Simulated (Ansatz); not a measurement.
A series of calculations on SiN₂H₈O

## 1. Relaxation

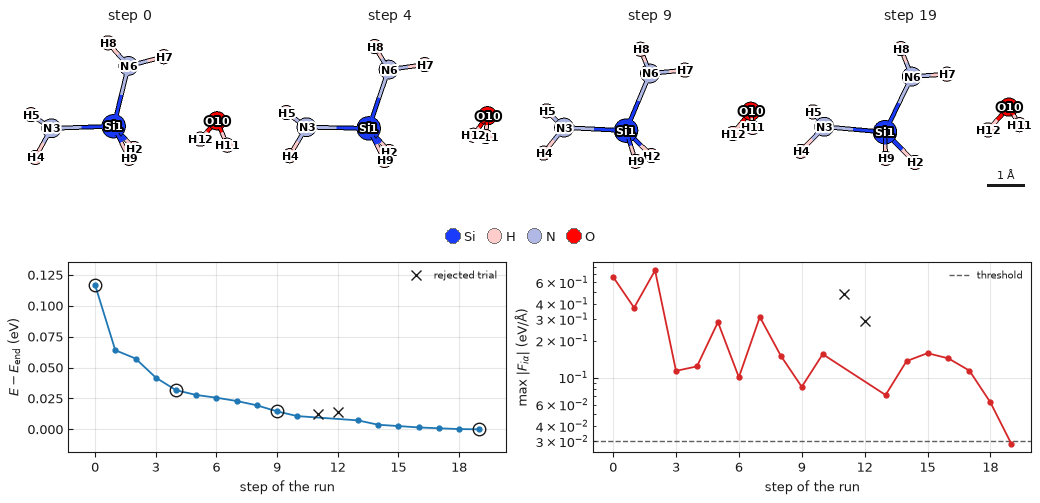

Frames of a relaxation of SiN2H8O, marked on the history of the run. The picture is a ball-and-stick view, seen face on.

The run prepares an end point of a later path (reaction) calculation, from a guessed geometry.

Method: RKS PBE0-D4/6-31G* (Ansatz 0.2.0). (no spin polarisation; force threshold 0.03 eV/Å; at most 50 steps)

Describe the path.

The energy falls by 0.117 eV in 17 accepted moves (19 points after the start). Largest force component: 0.67 eV/Å at the start, 0.029 eV/Å at the end. The line search rejected the trial steps at points 11, 12 of the run. The atom that moves furthest after the best rigid fit is H9 (0.80 Å). By element the largest moves are H 0.80 Å, O 0.69 Å, Si 0.41 Å, N 0.36 Å. Among the contacts that change: Si1–H2 1.477 → 1.507 Å, O10–H12 0.984 → 0.968 Å, Si1–N3 1.727 → 1.721 Å, Si1–N6 1.717 → 1.711 Å. Among the angles between lasting bonds that change: H2–Si1–N6 108.0° → 102.7°, N3–Si1–N6 105.7° → 109.3°, H2–Si1–N3 114.2° → 117.6°. Groups turn about Si1–N6 by about 30°. Cost: 79 s on 1 thread of Arm Neoverse V1, with other jobs on the host, peak memory 0.16 GiB. From step 0 to 4: H12 moves most (0.38 Å), energy −0.085 eV. From step 4 to 9: H11 moves most (0.33 Å), energy −0.017 eV. From step 9 to 19: H2 moves most (0.41 Å), energy −0.015 eV.

## 2. Relaxation

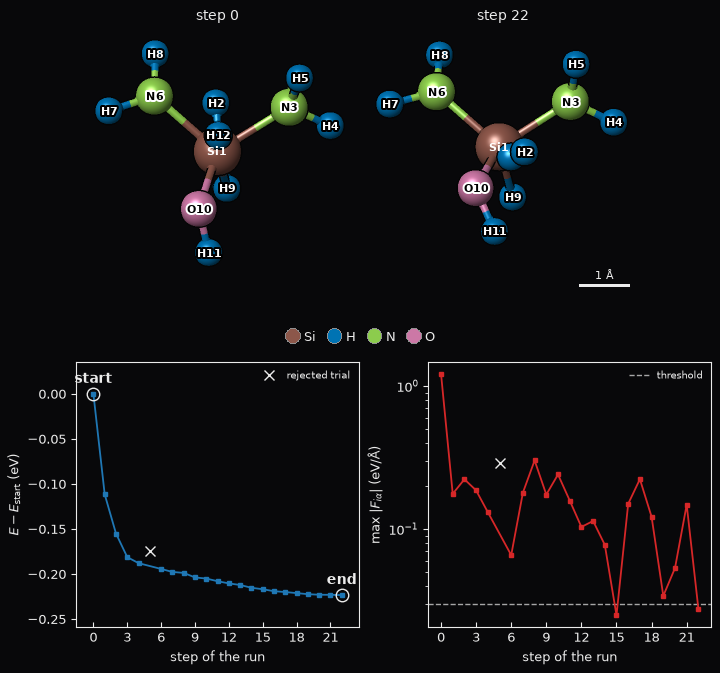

First and last geometry of a relaxation of SiN₂H₈O, with the history of the run. The picture is a ball-and-stick view, seen at a tilt.

The run prepares an end point of a later path (reaction) calculation, from a guessed geometry.

Theory: RKS PBE0-D4/6-31G* in Ansatz. Settings: no spin polarisation; force threshold 0.03 eV/Å; at most 50 steps.

**Read the history and describe the run.**

It converged. Over 21 accepted moves (22 points after the start) the energy falls by 0.223 eV. Largest force component: 1.2 eV/Å at the start, 0.028 eV/Å at the end. The line search rejected the trial step at point 5 of the run. The forces were under the threshold at step 15, but the run went on from there. H2 moves most after the best rigid fit: 1.98 Å. By element the largest moves are H 1.98 Å, N 0.53 Å, O 0.45 Å, Si 0.24 Å. Some distances before and after: H2–H12 0.709 → 0.747 Å, Si1–O10 1.675 → 1.670 Å.

Limits of the set-up: the start holds two separate molecules, 2.2 Å apart at their closest, whose relative position is a soft coordinate.

## 3. Path

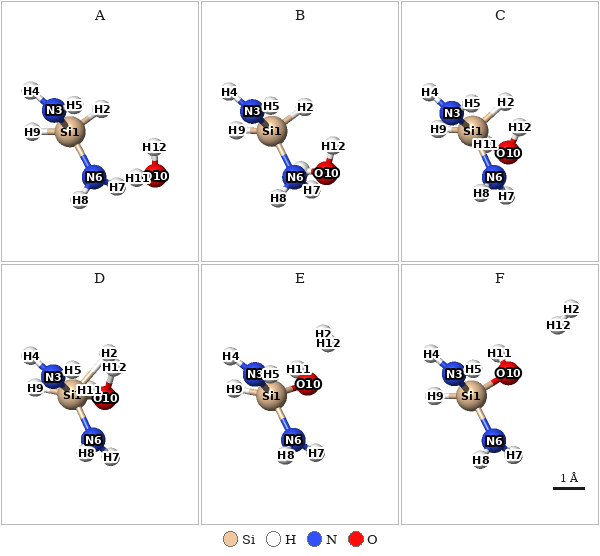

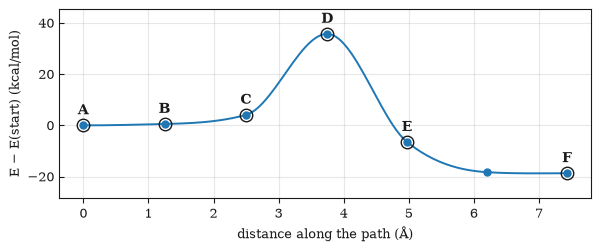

A search for the minimum-energy path of SiN2H8O by the nudged elastic band. Images are numbered from 0 (start) to 6 (end). Frames A to F are images 0, 1, 2, 3, 4, 6. The picture is a ball-and-stick view, seen from a free direction.

All numbers below come from Ansatz 0.2.0, RKS PBE0-D4/6-31G*. Set-up: 5 movable images; climbing image; force threshold 0.03 eV/Å; iteration limit 60; starting path through a guess of the saddle point.

Question: What happens along the path, and what is the barrier?

Answer: Breaking: O10–H12 (0.97 → 1.26 at the top → 2.48 Å), Si1–H2 (1.51 → 1.80 at the top → 4.37 Å). Forming: H2–H12 (2.30 → 0.99 at the top → 0.75 Å), Si1–O10 (3.67 → 1.93 at the top → 1.67 Å). The highest point, image 3, lies 35.7 kcal/mol above the start and 54.4 kcal/mol above the end; the end is at −18.7 kcal/mol relative to the start. The band converged in 18 iterations. The largest component of the band force went from 5.5 to 0.021 eV/Å. The climbing image converged on the top of the path. Its vibrational analysis gives one imaginary mode (1318i cm⁻¹), as a transition state must have.

Cost: 5.8 min on 1 thread of Arm Neoverse V1, with other jobs on the host, peak memory 0.16 GiB.
